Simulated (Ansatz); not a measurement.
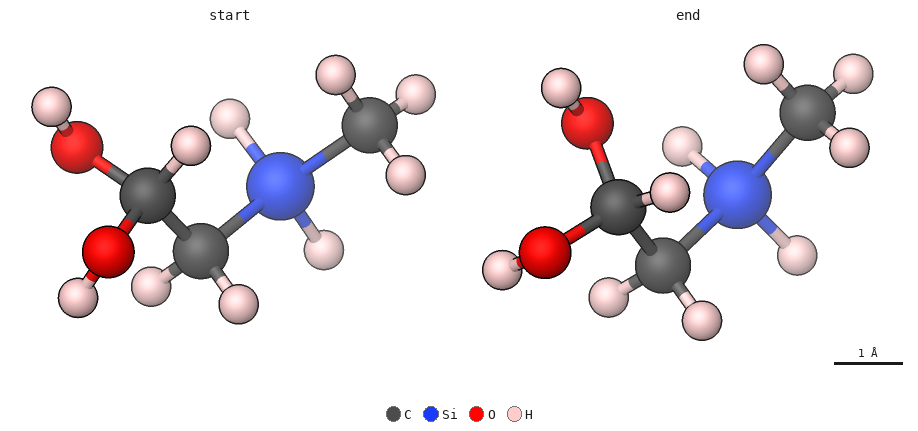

The structure of C₃H₁₀O₂Si before (left) and after (right) a relaxation, at one scale.

A ball-and-stick model, seen at a tilt.

The run prepares the start of a later molecular dynamics calculation, from a guessed geometry.

All numbers below come from Ansatz, RKS PBE-D4/STO-3G. Settings: no spin polarisation; force threshold 0.02 eV/Å; at most 40 steps.

Q: Describe what moved and what it gained.

A: Over 14 geometry steps the energy falls by 1.233 eV. Largest force component: 5.9 eV/Å at the start, 0.019 eV/Å at the end. The atom that moves furthest after the best rigid fit is an O atom (0.84 Å). Largest moves by element: O 0.84 Å, H 0.83 Å, C 0.36 Å, Si 0.14 Å. Some distances before and after: C–C 1.458 → 1.572 Å, C–O 1.383 → 1.481 Å, H–O 0.960 → 1.039 Å, C–H 1.036 → 1.103 Å. Among the angles between lasting bonds that change: C–C–O 116.6° → 105.3°, C–O–H 109.1° → 100.7°, O–C–O 106.2° → 112.2°. Groups turn about C–C by about 30°.

Limits of the set-up: STO-3G is a minimal basis, so the numbers are rough.
